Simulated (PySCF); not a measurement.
SMILES c1cc(ccc1[SiH](F)F)[SiH](Cl)Cl (C₆H₆Cl₂F₂Si₂) at its GFN2-xTB optimised geometry (Å):

```
18

Si    -0.5800    -0.5050     0.0000
F      1.0198    -0.5050     0.0000
F     -0.9297     1.0559     0.0000
C     -1.2057    -1.2858     1.5868
C     -0.5208    -2.3413     2.1887
C     -0.9843    -2.9196     3.3536
C     -2.1572    -2.4743     3.9620
C     -2.8423    -1.4199     3.3595
C     -2.3795    -0.8408     2.1947
Si    -2.7796    -3.2466     5.5707
Cl    -4.7961    -3.1577     5.6089
Cl    -2.1889    -5.1752     5.6527
H     -1.0198    -1.0559    -1.2600
H      0.3916    -2.7061     1.7398
H     -0.4320    -3.7348     3.7974
H     -3.7541    -1.0537     3.8081
H     -2.9303    -0.0244     1.7508
H     -2.2630    -2.5538     6.7456
```

Method: PBE0/def2-SVP run with PySCF. Cells within 0.4 Å of a nucleus heavier than hydrogen are left out (blank, or x).

Map of the Laplacian of the electron density (e/bohr⁵), clipped to [-1.50, 1.50] on the plane z = 0.0 Å:

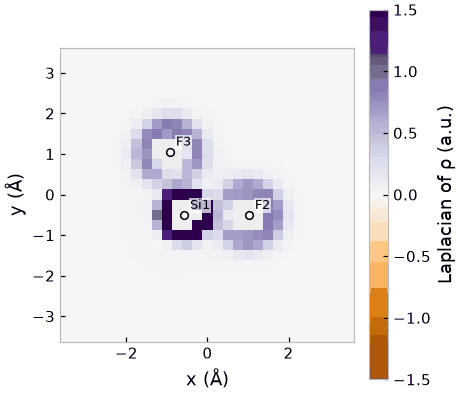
Figure. Laplacian of the electron density (e/bohr⁵), clipped to [-1.50, 1.50] on the plane z = 0.0 Å.
